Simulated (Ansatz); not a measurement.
**Si2H5Cl (SMILES [SiH3][SiH2]Cl): B2PLYP/cc-pVDZ**

What is the electronic atomisation energy of Si2H5Cl at B2PLYP/cc-pVDZ? 

The calculation is run with Ansatz 0.2.0.

59 further runs of the same task are left out: 59 set aside as unsound or not needed.

## Step 1: The structure to begin with

The species is Si2H5Cl (8 atoms), meant as a singlet with charge 0. SMILES: `[SiH3][SiH2]Cl`. The shape is that of a PBE0-D4/def2-TZVP optimisation.

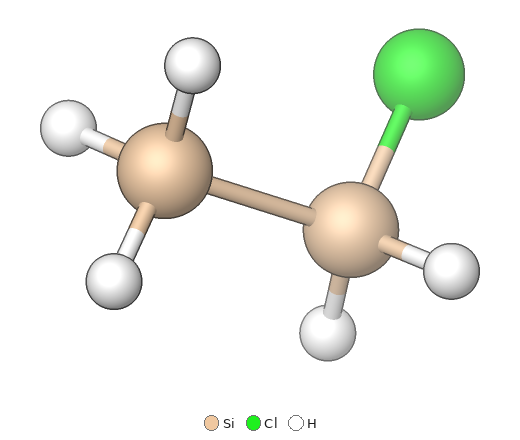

The structure, seen from a chosen angle (silicon light orange, chlorine green, hydrogen white).

## Step 2: The energy at B2PLYP/cc-pVDZ

Contents of job.yaml:

```yaml
crystal:
  periodic: [false, false, false]
  atoms:
    - {symbol: Si, position_ang: [-0.706500, 0.881800, -0.390300]}
    - {symbol: Si, position_ang: [0.573400, -0.938800, 0.325900]}
    - {symbol: Cl, position_ang: [2.431600, -0.252900, 0.908000]}
    - {symbol: H, position_ang: [-2.053000, 0.410100, -0.813000]}
    - {symbol: H, position_ang: [-0.034300, 1.540700, -1.540000]}
    - {symbol: H, position_ang: [-0.854500, 1.855700, 0.722100]}
    - {symbol: H, position_ang: [-0.041800, -1.622800, 1.491400]}
    - {symbol: H, position_ang: [0.777200, -1.930900, -0.759900]}
basis:
  gaussian:
    orbitals: cc-pVDZ
output: {orbitals: {seedname: orbitals}}
hamiltonian:
  xc: {name: B2PLYP}
accuracy: high
correlation:
  frozen_orbitals: {Cl: 5, H: 0, Si: 5}
```

The run is started by

```
$ ansatz run job.yaml --threads 1 --pin off --max-ram 3480MiB --events-out events.jsonl --progress --plain --runs-dir runs
```

Log:

```text
Warning: RAYON_NUM_THREADS=1 ignored (pool sized by the plan → 1); use --threads N
Functional definition: B2PLYP
  name "B2PLYP"
  parameter a = 0.53
  parameter c = 0.27
  exchange = (1 - a)*b88_x + a*exact_x
  correlation = (1 - c)*lyp_c + c*(mp2_os + mp2_ss)
1853 factors; integrals over basis functions are off by at most 3.8e-9 eV
mean field evaluation 1: about -28345.3901 eV, gradient 1.0e1 eV
mean field evaluation 2: about -28345.6329 eV, gradient 1.0e1 eV
mean field evaluation 4: about -28346.0118 eV, gradient 1.2e0 eV
mean field evaluation 8: about -28346.0182 eV, gradient 4.1e-3 eV
mean field evaluation 16: about -28346.0183 eV, gradient 1.8e-6 eV
mean field -28346.01825016 eV, -1041.6969570723 hartree, gradient 7.9e-8 eV, S^2 0.000000; 0 other end points of the search recorded, 0 dependent functions left out
15 core orbitals not correlated: weight in the atoms' cores, before any rotation towards them, 1.000 or more for the frozen orbitals, at most 0.000 for the correlated occupied ones
reference -28346.01827795 eV, -1041.6969580935 hartree; 10, 10 occupied and 54, 54 virtual orbitals, 1853 factors
second order -11.36160372 eV of doubles, -0.00000000 eV of singles
Total energy: -28349.08591096 eV, -1041.8096915271 hartree
```

It took 12 s on 1 thread of Arm Neoverse V1, shared host; peak memory 0.27 GiB.

## Step 3: The Cl atom

Contents of run.yaml:

```yaml
crystal:
  periodic: [false, false, false]
  atoms:
    - {symbol: Cl, position_ang: [0.000000, 0.000000, 0.000000]}
basis:
  gaussian: {orbitals: cc-pVDZ}
accuracy: high
hamiltonian: {xc: {name: B2PLYP}}
magnetization: {spin_polarized: true, initial_magnetization: 1}
correlation: {frozen_orbitals: {Cl: 5}}
```

The run is started by

```
$ ansatz run run.yaml --threads 1 --pin off --max-ram 3480MiB --events-out events.jsonl --progress --plain --runs-dir runs
```

Log, shortened:

```text
Warning: RAYON_NUM_THREADS=1 ignored (pool sized by the plan → 1); use --threads N
[... 2 set-up lines as earlier in the session ...]
[...]
141 factors; integrals over basis functions are off by at most 3.0e-9 eV
[...]
mean field -12516.25304775 eV, -459.9638156839 hartree, gradient 2.5e-9 eV, S^2 0.753110; 0 other end points of the search recorded, 0 dependent functions left out
5 core orbitals not correlated: weight in the atoms' cores, before any rotation towards them, 1.000 or more for the frozen orbitals, at most 0.000 for the correlated occupied ones
reference -12516.25306211 eV, -459.9638162114 hartree; 4, 3 occupied and 9, 10 virtual orbitals, 141 factors
second order -3.61312638 eV of doubles, -0.00000000 eV of singles
Total energy: -12517.22860623 eV, -459.9996667966 hartree
```

It took 0.85 s on 1 thread of Arm Neoverse V1, shared host.

## Step 4: The H atom at the same level

Contents of job.yaml:

```yaml
crystal:
  periodic: [false, false, false]
  atoms:
    - {symbol: H, position_ang: [0.000000, 0.000000, 0.000000]}
basis:
  gaussian:
    orbitals: cc-pVDZ
magnetization:
  spin_polarized: true
  initial_magnetization: 1
hamiltonian:
  xc: {name: B2PLYP}
correlation:
  frozen_orbitals: {H: 0}
accuracy: high
```

The run is started by

```
$ ansatz run job.yaml --threads 1 --pin off --max-ram 3480MiB --events-out events.jsonl --progress --plain --runs-dir runs
```

Log, shortened:

```text
Warning: RAYON_NUM_THREADS=1 ignored (pool sized by the plan → 1); use --threads N
[... 6 set-up lines as earlier in the session ...]
15 factors; integrals over basis functions are off by at most 4.6e-8 eV
mean field evaluation 1: about -13.5392 eV, gradient 8.8e-1 eV
mean field evaluation 2: about -13.5391 eV, gradient 8.8e-1 eV
mean field evaluation 4: about -13.5492 eV, gradient 3.2e-5 eV
mean field evaluation 8: about -13.5492 eV, gradient 1.7e-10 eV
mean field -13.54923042 eV, -0.4979250339 hartree, gradient 2.8e-10 eV, S^2 0.750000; 0 other end points of the search recorded, 0 dependent functions left out
reference -13.54924264 eV, -0.4979254829 hartree; 1, 0 occupied and 4, 5 virtual orbitals, 15 factors
second order 0.00000000 eV of doubles, -0.00000000 eV of singles
Total energy: -13.54924264 eV, -0.4979254829 hartree
```

It took 0.12 s on 1 thread of Arm Neoverse V1, shared host.

## Step 5: The Si atom

Contents of in.yaml:

```yaml
crystal:
  periodic: [false, false, false]
  atoms:
    - {symbol: Si, position_ang: [0.000000, 0.000000, 0.000000]}
basis:
  gaussian:
    orbitals: cc-pVDZ
magnetization:
  spin_polarized: true
  initial_magnetization: 2
hamiltonian:
  xc: {name: B2PLYP}
correlation:
  frozen_orbitals: {Si: 5}
accuracy: high
```

The run is started by

```
$ ansatz run in.yaml --threads 1 --pin off --max-ram 3480MiB --events-out events.jsonl --progress --plain --runs-dir runs
```

Log, shortened:

```text
Warning: RAYON_NUM_THREADS=1 ignored (pool sized by the plan → 1); use --threads N
[... 2 set-up lines as earlier in the session ...]
[...]
144 factors; integrals over basis functions are off by at most 3.2e-9 eV
[...]
mean field -7870.41182407 eV, -289.2322997779 hartree, gradient 3.7e-8 eV, S^2 2.005504; 0 other end points of the search recorded, 0 dependent functions left out
5 core orbitals not correlated: weight in the atoms' cores, before any rotation towards them, 1.000 or more for the frozen orbitals, at most 0.000 for the correlated occupied ones
reference -7870.41183781 eV, -289.2323002828 hartree; 3, 1 occupied and 10, 12 virtual orbitals, 144 factors
second order -1.58190926 eV of doubles, -0.00000000 eV of singles
Total energy: -7870.83895331 eV, -289.2479964879 hartree
```

Run time: 0.64 s. Hardware: 1 thread of Arm Neoverse V1, shared host.

## Step 6: Summary of results

Level: B2PLYP/cc-pVDZ, 15 core orbitals frozen.

```
                                     quantity           value
                       molecule: total energy  -1041.80969 Eh
  molecule: HOMO energy (SCF part's orbitals)        -9.17 eV
  molecule: LUMO energy (SCF part's orbitals)         0.97 eV
molecule: HOMO–LUMO gap (SCF part's orbitals)        10.14 eV
                        Cl atom: total energy   -459.99967 Eh
                                Cl atom: ⟨S²⟩           0.753
                         H atom: total energy     -0.49793 Eh
                                 H atom: ⟨S²⟩           0.750
                        Si atom: total energy   -289.24800 Eh
                                Si atom: ⟨S²⟩           2.006
                electronic atomisation energy       22.433 eV
```

Taking the molecule apart into free atoms costs 22.43 eV (2164 kJ/mol), before zero-point energy and without spin-orbit coupling.
